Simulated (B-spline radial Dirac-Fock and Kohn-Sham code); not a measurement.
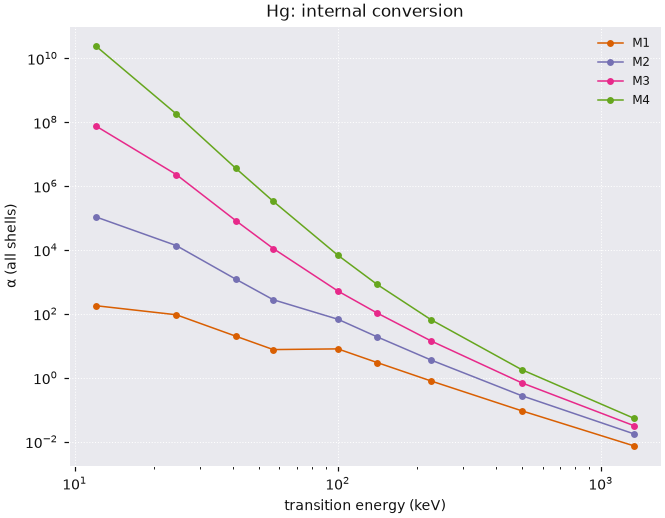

Figure. Total internal conversion coefficients against transition energy, at the marked points and joined by straight lines (also across edges). The total sums all shells and leaves out internal pair formation. Species: mercury (Z = 80). Computed with a radial B-spline solver: a Dirac–Hartree–Slater potential of the neutral atom, no hole, surface-current nucleus.

Describe what the figure shows.

M1 goes from 180 at 12.0 keV to 0.00730 at 1340 keV; M2 goes from 109000 at 12.0 keV to 0.0173 at 1340 keV; M3 goes from 7.67 × 10⁷ at 12.0 keV to 0.0312 at 1340 keV; M4 goes from 2.45 × 10¹⁰ at 12.0 keV to 0.0531 at 1340 keV.
